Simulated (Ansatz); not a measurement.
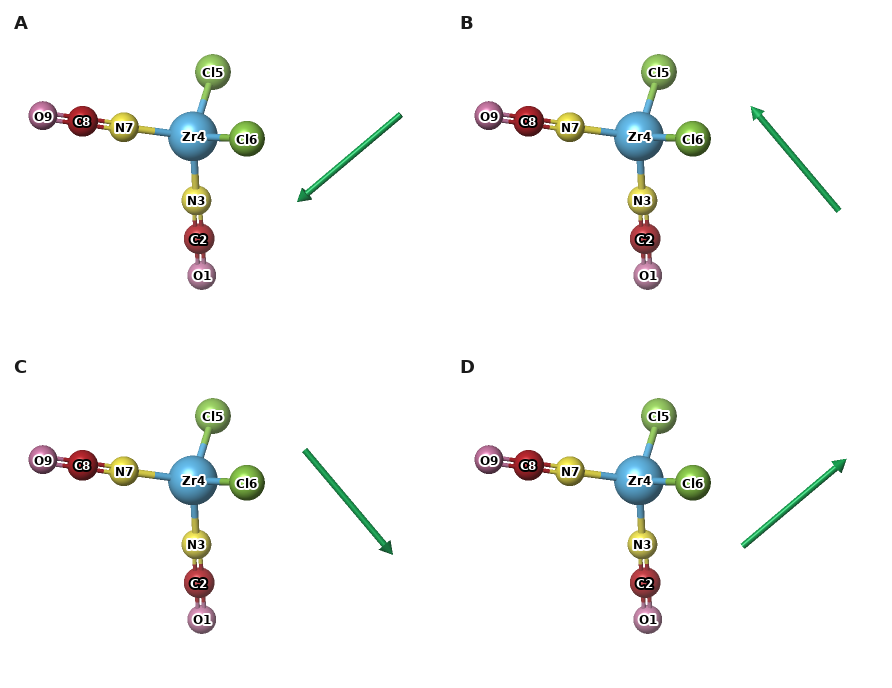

The same molecule four times, each with an arrow. Charge 0, singlet. The geometry was computed by an optimisation with PBE0-D4/def2-TZVP. Level of theory: RKS B3LYP-D4/def2-TZVPP, core potentials on Zr (Ansatz 0.2.0).

> Which arrow points along the dipole moment, from the negative to the positive end?

D. The dipole moment is 0.25 D; it points from the side of O1, O9 to the side of Cl5, Cl6 (the outermost atoms at the two ends).
